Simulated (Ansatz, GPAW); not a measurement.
# Optical response of MoS3 (model structure)

Aim: the dielectric function of MoS3 (model structure), and the optical constants that follow from it. The structure is a model built here, which may or may not match a known phase. It was built so: All O replaced by S and W replaced by Mo in the Pm-3m structure of WO3. The cell is first relaxed with Ansatz.

Program: GPAW 26.7.0. Level of theory: DFT, PBE, plane-wave PAW (GPAW data sets), scalar-relativistic, RPA, optical limit. Results are calculated unless marked as measured.

### Step 1. The structure

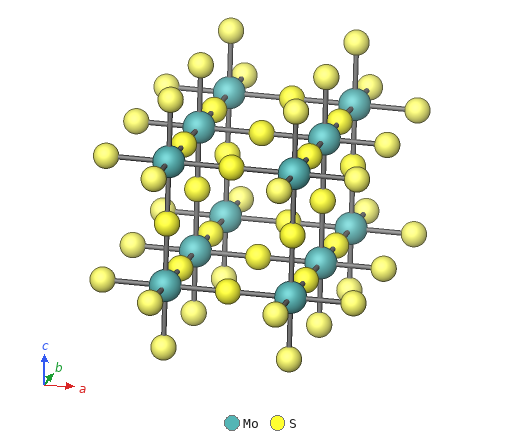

The cell as given, slightly off an axis (molybdenum teal, sulfur yellow). 1×2×1 cells are drawn. Some periodic images of atoms are drawn too.

### Step 2. Relaxation

The structure was built or cut out here, so it is relaxed before any spectrum is computed.

This step: DFT, PBE, plane-wave PAW, default files, scalar-relativistic, relaxation (Ansatz 0.2.0).

The input, input.yaml:

```yaml
crystal:
  lattice:
    - [4.84339554, 0.0, 0.0]
    - [0.0, 4.84339554, 0.0]
    - [0.0, 0.0, 4.84339554]
  atoms:
    - { symbol: Mo, position: [0.0, 0.0, 0.0] }
    - { symbol: S, position: [0.5, 0.0, 0.0] }
    - { symbol: S, position: [0.0, 0.5, 0.0] }
    - { symbol: S, position: [0.0, 0.0, 0.5] }
kpoints:
  mp_grid: { grid: [5, 5, 5] }
scf:
  occupations: { method: fermi_dirac, width: 0.05 }
hamiltonian:
  xc: pbe
output:
  forces: true
  stress: true
relax:
  f_tol: 0.02
  max_steps: 50
  cell: {}
```

Started as:

```sh
ansatz run input.yaml --threads 1 --pin off --max-ram 4096MiB --backend cpu --events-out ev --progress --plain --runs-dir out
```

Numbers of over 12 decimals in the logs are rounded to 6 here.

The log of the run:

```text
Engine: ansatz 0.2.0, x86_64-unknown-linux-gnu
Pseudopotentials: kind: paw
Pseudopotential: Mo, paw, valence charge 14, recommended cutoff 420 eV (normal), Mo.paw.azcp
Pseudopotential: S, paw, valence charge 6, recommended cutoff 420 eV (normal), S.paw.azcp
Functional definition: PBE
  parameter kappa = 0.804
  parameter beta = 0.066725
  exchange = pbe_x(kappa = kappa, mu = beta*pi^2/3)
  correlation = pbe_c(beta = beta)
Crystal: 4 atoms, lattice volume = 113.619 Å³
Basis set: ecut = 420 eV, 2205 PW (Γ), exchange–correlation on 72×72×72 points (8 copies of the dense FFT grid, shifted against one another)
Bands: 20, of which v1, the nominal top of the filled ones, is band 16 counted from 1 (15 counted from 0)
Symmetry: 48 space group operations
Space group: Pm-3m (ITA 221), of the structure as read, at distance tolerance 4.8e-5 Å
k-points: 10 of 125
Non-local potential: Mo, projectors of the file, l = 0: 3, l = 1: 2, l = 2: 2, l = 3: 1
Non-local potential: S, projectors of the file, l = 0: 2, l = 1: 2, l = 2: 2
PAW form: soft (Blöchl's): semilocal exchange-correlation on the pseudo side does not see the compensation charge
PAW one-centre angular grid: Mo, 590 points (default); XC on 64 Gauss nodes
PAW one-centre angular grid: S, 110 points (default); XC on 64 Gauss nodes
Initial density: superposition of atomic densities (neutral atoms: chi_scale 0, normalization atom), corrected by the library's trained network
Initial wavefunctions: pseudopotential atomic-orbital guess
Functional: x = pbe(κ = 0.804, μ = 0.219515), c = pbe(β = 0.066725)
SCF iter   1: F=—  HF=-7661.887073 eV  |F-HF|=—  |Δ(HF+E_count)|=         —  Δρ=2.69e-3  dr2=1.61e-2  ethr=1.77e-3  ⟨swp⟩=6.2  Hψ=2185  notcnv=0
automatic band count: the SCF goes on with 24 bands, as 20 were too few: the levels above may hold too much charge
preconditioner: auto → LDOS  [metal: Δε(μ)=0.049 eV  Ē_g=8.919 eV  σ=0.050 eV  W_gap=0.23  n_scr=18 (ndim 8)  ℏωp=17.1 eV  f_vac=0.181  D(μ)=7.76/eV (n_scr^D=80)  β→1.0]
SCF iter   2: F=—  HF=-7661.889880 eV  |F-HF|=—  |Δ(HF+E_count)|=   2.81e-3  Δρ=5.51e-4  dr2=2.07e-4  ethr=5.03e-5  ⟨swp⟩=2.6  Hψ=511  notcnv=0  defer=4
SCF iter   3: F=—  HF=-7661.890036 eV  |F-HF|=—  |Δ(HF+E_count)|=   1.56e-4  Δρ=1.56e-4  dr2=5.36e-5  ethr=6.46e-7  ⟨swp⟩=2.0  Hψ=463  notcnv=0  defer=4
SCF iter   4: F=—  HF=-7661.890243 eV  |F-HF|=—  |Δ(HF+E_count)|=   2.07e-4  Δρ=3.64e-5  dr2=3.61e-6  ethr=1.67e-7  ⟨swp⟩=1.5  Hψ=255  notcnv=0  defer=4
SCF iter   5: F=—  HF=-7661.890242 eV  |F-HF|=—  |Δ(HF+E_count)|=   9.47e-7  Δρ=1.21e-5  dr2=2.41e-7  ethr=1.13e-8  ⟨swp⟩=2.6  Hψ=365  notcnv=0  defer=4
SCF iter   6: F=-7661.890242 eV  HF=-7661.890242 eV  |F-HF|=8.51e-9  |Δ(HF+E_count)|=   5.04e-9  Δρ=2.46e-6  dr2=1.19e-8  ethr=3.13e-10  ⟨swp⟩=4.0  Hψ=783  notcnv=0
SCF 1 converged in 6 iterations: F = -7661.890242 eV  dr2 = 1.19e-8
  greatest PAW one-centre occupation: 0.998 electrons in one spin orbital (limit 2), on the Mo atom at site 0 (counted from 0), in its partial waves of l = 0
relax step   1: F+E_penalty+E_count = -7661.89024181 eV  Δ(F+E_penalty+E_count) = +0.000e0 eV  max|allowed force component| = 4.930e-30 eV/Å  Δτ_max = 0.0000 Å  P = -6.702 GPa  Ω = 113.619 Å³  (6 SCF iters, dr2 threshold 1.00e-7 eV, accepted)
Crystal: 4 atoms, lattice volume = 100.757 Å³
Basis set: ecut = 420 eV, 1935 PW (Γ), exchange–correlation on 72×72×72 points (8 copies of the dense FFT grid, shifted against one another)
Bands: 24, of which v1, the nominal top of the filled ones, is band 16 counted from 1 (15 counted from 0)
Initial density: handed on by an earlier stage of this run
Initial wavefunctions: those handed on with the density
iter 1 solved again at ethr=1.52e-4 eV; its pass at ethr=3.10e-3 eV (dr2=4.85e-2 eV) is discarded
SCF iter   1: F=—  HF=-7662.139969 eV  |F-HF|=—  |Δ(HF+E_count)|=         —  Δρ=6.13e-3  dr2=4.93e-2  ethr=1.52e-4  ⟨swp⟩=1.5  Hψ=1358  notcnv=0
preconditioner: auto → LDOS  [metal: Δε(μ)=0.029 eV  Ē_g=9.546 eV  σ=0.050 eV  W_gap=0.14  n_scr=18 (ndim 8)  ℏωp=18.1 eV  f_vac=0.137  D(μ)=8.73/eV (n_scr^D=92)  β→1.0]
SCF iter   2: F=—  HF=-7662.124083 eV  |F-HF|=—  |Δ(HF+E_count)|=   1.59e-2  Δρ=2.20e-3  dr2=3.00e-3  ethr=1.52e-4  ⟨swp⟩=2.2  Hψ=439  notcnv=0
SCF iter   3: F=—  HF=-7662.124795 eV  |F-HF|=—  |Δ(HF+E_count)|=   7.13e-4  Δρ=6.66e-4  dr2=7.30e-4  ethr=9.36e-6  ⟨swp⟩=2.7  Hψ=399  notcnv=0
SCF iter   4: F=—  HF=-7662.124753 eV  |F-HF|=—  |Δ(HF+E_count)|=   4.21e-5  Δρ=2.07e-4  dr2=5.27e-5  ethr=2.28e-6  ⟨swp⟩=2.0  Hψ=365  notcnv=0
SCF iter   5: F=—  HF=-7662.124792 eV  |F-HF|=—  |Δ(HF+E_count)|=   3.92e-5  Δρ=6.32e-5  dr2=6.20e-6  ethr=1.65e-7  ⟨swp⟩=2.3  Hψ=378  notcnv=0
SCF iter   6: F=-7662.124792 eV  HF=-7662.124792 eV  |F-HF|=2.73e-7  |Δ(HF+E_count)|=   3.82e-7  Δρ=1.25e-5  dr2=3.05e-7  ethr=1.25e-9  ⟨swp⟩=3.5  Hψ=856  notcnv=0
SCF 2 converged in 6 iterations: F = -7662.124792 eV  dr2 = 3.05e-7
relax step   2: F+E_penalty+E_count = -7662.12479162 eV  Δ(F+E_penalty+E_count) = -2.345e-1 eV  max|allowed force component| = 9.779e-31 eV/Å  Δτ_max = 0.0000 Å  P = +1.866 GPa  Ω = 100.757 Å³  energy of the carried Pulay correction = +6.388e-4 eV  (6 SCF iters, dr2 threshold 4.00e-7 eV, accepted)
Crystal: 4 atoms, lattice volume = 103.303 Å³
Basis set: ecut = 420 eV, 2007 PW (Γ), exchange–correlation on 72×72×72 points (8 copies of the dense FFT grid, shifted against one another)
iter 1 solved again at ethr=1.39e-5 eV; its pass at ethr=3.10e-3 eV (dr2=4.45e-3 eV) is discarded
SCF iter   1: F=—  HF=-7662.137339 eV  |F-HF|=—  |Δ(HF+E_count)|=         —  Δρ=1.50e-3  dr2=4.00e-3  ethr=1.39e-5  ⟨swp⟩=1.6  Hψ=1290  notcnv=0
preconditioner: auto → LDOS  [metal: Δε(μ)=0.009 eV  Ē_g=9.383 eV  σ=0.050 eV  W_gap=0.05  n_scr=18 (ndim 8)  ℏωp=17.9 eV  f_vac=0.160  D(μ)=8.10/eV (n_scr^D=80)  β→1.0]
SCF iter   2: F=—  HF=-7662.136341 eV  |F-HF|=—  |Δ(HF+E_count)|=   9.99e-4  Δρ=4.87e-4  dr2=1.52e-4  ethr=1.25e-5  ⟨swp⟩=2.6  Hψ=380  notcnv=0
SCF iter   3: F=—  HF=-7662.136442 eV  |F-HF|=—  |Δ(HF+E_count)|=   1.01e-4  Δρ=1.22e-4  dr2=2.71e-5  ethr=4.74e-7  ⟨swp⟩=2.1  Hψ=367  notcnv=0
SCF iter   4: F=—  HF=-7662.136439 eV  |F-HF|=—  |Δ(HF+E_count)|=   2.70e-6  Δρ=4.49e-5  dr2=2.60e-6  ethr=8.46e-8  ⟨swp⟩=2.7  Hψ=387  notcnv=0
SCF iter   5: F=-7662.136439 eV  HF=-7662.136439 eV  |F-HF|=2.58e-7  |Δ(HF+E_count)|=   2.81e-7  Δρ=1.41e-5  dr2=3.17e-7  ethr=1.25e-9  ⟨swp⟩=4.9  Hψ=841  notcnv=0
SCF 3 converged in 5 iterations: F = -7662.136439 eV  dr2 = 3.17e-7
relax step   3: F+E_penalty+E_count = -7662.13643897 eV  Δ(F+E_penalty+E_count) = -1.165e-2 eV  max|allowed force component| = 9.126e-31 eV/Å  Δτ_max = 0.0000 Å  P = -0.334 GPa  Ω = 103.303 Å³  energy of the carried Pulay correction = +5.063e-4 eV  (5 SCF iters, dr2 threshold 4.00e-7 eV, accepted)
[...]
relax step   4: F+E_penalty+E_count = -7662.13688591 eV  Δ(F+E_penalty+E_count) = -4.469e-4 eV  max|allowed force component| = 5.526e-30 eV/Å  Δτ_max = 0.0000 Å  P = -0.012 GPa  Ω = 102.909 Å³  energy of the carried Pulay correction = +5.266e-4 eV  (4 SCF iters, dr2 threshold 2.79e-7 eV, accepted)
Basis set: ecut = 420 eV, 2007 PW (Γ), exchange–correlation on 64×64×64 points (8 copies of the dense FFT grid, shifted against one another)
Initial wavefunctions: pseudopotential atomic-orbital guess (no wavefunctions were taken with the density)
iter 1 solved again at ethr=5.21e-7 eV; its pass at ethr=3.10e-3 eV (dr2=1.67e-4 eV) is discarded
SCF iter   1: F=—  HF=-7662.135886 eV  |F-HF|=—  |Δ(HF+E_count)|=         —  Δρ=9.55e-5  dr2=1.38e-6  ethr=5.21e-7  ⟨swp⟩=3.1  Hψ=1866  notcnv=0
preconditioner: auto → LDOS  [metal: Δε(μ)=0.035 eV  Ē_g=9.409 eV  σ=0.050 eV  W_gap=0.17  n_scr=18 (ndim 8)  ℏωp=17.9 eV  f_vac=0.157  D(μ)=8.30/eV (n_scr^D=92)  β→1.0]
SCF iter   2: F=—  HF=-7662.136288 eV  |F-HF|=—  |Δ(HF+E_count)|=   4.02e-4  Δρ=1.46e-5  dr2=1.39e-7  ethr=4.30e-9  ⟨swp⟩=2.1  Hψ=407  notcnv=0
SCF iter   3: F=—  HF=-7662.136288 eV  |F-HF|=—  |Δ(HF+E_count)|=   3.13e-8  Δρ=3.26e-6  dr2=1.37e-8  ethr=4.34e-10  ⟨swp⟩=2.0  Hψ=374  notcnv=0
SCF iter   4: F=—  HF=-7662.136288 eV  |F-HF|=—  |Δ(HF+E_count)|=  8.09e-11  Δρ=6.21e-7  dr2=5.72e-10  ethr=4.27e-11  ⟨swp⟩=2.3  Hψ=391  notcnv=0
SCF iter   5: F=—  HF=-7662.136288 eV  |F-HF|=—  |Δ(HF+E_count)|=  7.46e-11  Δρ=1.86e-7  dr2=4.26e-11  ethr=1.79e-12  ⟨swp⟩=2.8  Hψ=396  notcnv=0
SCF iter   6: F=-7662.136288 eV  HF=-7662.136288 eV  |F-HF|=5.46e-12  |Δ(HF+E_count)|=  6.37e-12  Δρ=5.45e-8  dr2=5.30e-12  ethr=1.00e-12  ⟨swp⟩=4.0  Hψ=737  notcnv=0
SCF 5 converged in 6 iterations: F = -7662.136288 eV  dr2 = 5.30e-12
relax step   5: F+E_penalty+E_count = -7662.13628828 eV  Δ(F+E_penalty+E_count) = +5.976e-4 eV  max|allowed force component| = 2.786e-30 eV/Å  Δτ_max = 0.0000 Å  P = -0.009 GPa  Ω = 102.909 Å³  stress off target by 9.38e-3 GPa  SCF on the basis re-selected at this cell (its energy is not comparable with the rows above)  (6 SCF iters)
basis re-selected at this cell: Δ(F+E_penalty+E_count) = +5.976e-4 eV, ΔP = +0.003 GPa vs the last step (what re-selecting the basis moved, of the pressure what is left beyond the Pulay correction that the steps carried, after the strain that the cell walked since its last selection, with what the two solves' SCF thresholds leave and, on support functions, any second-order correction that the steps lacked; it is no measure of the basis error at this ecutwfc). The dense FFT grid was sized anew with the basis: this SCF ran on 32×32×32 points, the steps before it on 36×36×36, so part of this shift can come from that change (see relax.cell in the input reference). [rest of the remark cut]
SCF converged after 6 iterations
Free energy (F): -7662.136288 eV
Harris-Foulkes:  -7662.136288 eV  (|F-HF|=5.46e-12)
Internal energy: -7662.072574 eV  (E = F + TS)
E sigma→0 (E₀):  -7662.104431 eV
Entropy (-TS):   -0.063714 eV (-15.929 meV/atom)
Fermi energy:    5.096784 eV
--- Per-component energies (eV) ---
  E_band       = -311.928312
  E_kinetic    = 757.033899
  E_local      = -2508.817258  (includes V_loc(G=0)·N_el)
  E_nonlocal   = 226.426588
  E_hartree    = 928.902548
  E_xc         = -471.607342
  E_vxc        = -486.897205  (∫ρ·V_xc dr)
  E_paw        = -5001.204744  (= ΣΔE_a)
  E_vpaw       = -157.479544  (= ΣTr[D̂ρ^β])
  E_aug_tail   = 0.000043  (compensation charges beyond the density's cutoff)
  E_ewald      = -1592.806307
  E_smearing   = -0.063714  (= −TS)
  E_closure    = 0.000000  (closes the sum)
  Σ components = -7662.136288   (vs F -7662.136288, Δ=0.00e0)
--- Forces (eV/Å), atoms counted from 1 ---
  atom   1  Mo    -0.00000000    -0.00000000     0.00000000
  atom   2  S      0.00000000     0.00000000     0.00000000
  atom   3  S      0.00000000     0.00000000    -0.00000000
  atom   4  S      0.00000000     0.00000000    -0.00000000
  max |Σ_I F_I| component: 1.48e-30 eV/Å
--- Stress (GPa, compression-positive) ---
       -0.009379       0.000000       0.000000
        0.000000      -0.009379       0.000000
        0.000000       0.000000      -0.009379
  P = ⅓ Tr σ = -0.0094 GPa (-0.094 kbar)
--- Relaxed structure (4 steps of the walk, 4 accepted, 1 SCFs on fresh bases) ---
  F+E_penalty+E_count = -7662.13628828 eV   max|allowed force component| = 2.786e-30 eV/Å   (the final SCF, on the basis selected at the relaxed cell)
  cell:  # Å, volume = 102.9087 Å³
    - [4.686163, 0, 0]
    - [0, 4.686163, 0]
    - [0, 0, 4.686163]
  atoms:
    - { symbol: Mo, position: [0, 0, 0] }
    - { symbol: S, position: [0.5, 0, 0] }
    - { symbol: S, position: [0, 0.5, 0] }
    - { symbol: S, position: [0, 0, 0.5] }
```

Run time: 8.9 s. Hardware: 1 thread of Intel Xeon Platinum 8259CL at 2.50GHz (Skylake/Cascade Lake), shared host; peak memory 0.42 GiB.

Step by step:

```tsv
step	energy less that of the first step (eV)	largest force component (eV/Å)	pressure (GPa)	volume (Å³)
1	0.0000	0.0000	-6.70	113.62
2	-0.2345	0.0000	1.87	100.76
3	-0.2462	0.0000	-0.33	103.30
4	-0.2466	0.0000	-0.01	102.91
5*	-0.2460	0.0000	-0.01	102.91
```

Relaxation steps marked * repeat the geometry before them on a plane-wave basis chosen anew for their cell, so energy and pressure can jump there.

The run keeps the 48 symmetry operations that it works with, so distortions that break them were not tested.

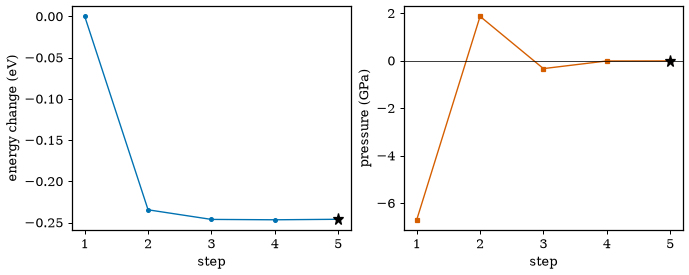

Energy and pressure along the relaxation. Stars mark steps on a basis chosen anew.

```tsv
conventional cell, symmetrised	before	after	change
a (Å)	4.843	4.686	-3.2 %
b (Å)	4.843	4.686	-3.2 %
c (Å)	4.843	4.686	-3.2 %
volume (Å³/atom)	28.40	25.73	-9.4 %
```

The relaxed structure:

```xyz
4
Lattice="4.6862 0.0000 0.0000 0.0000 4.6862 0.0000 0.0000 0.0000 4.6862" Properties=species:S:1:pos:R:3 pbc="T T T"
Mo    0.0000    0.0000    0.0000
S     2.3431    0.0000    0.0000
S     0.0000    2.3431    0.0000
S     0.0000    0.0000    2.3431
```

The relaxation ends with a pressure of -0.01 GPa.

(Continued in part 2 of 3.)

[Machine, clock and banner lines and Python warnings are left out of the logs.]

[Logs are printed without paths, hosts, clocks, repeated set-up lines and the standing remarks that a program may print on its own settings, such as how far it seeks lower states.]

[Hosts, paths, dates, database ids (printed as entryN), source tags and the programs' standing remarks are cut or masked in the printed files.]
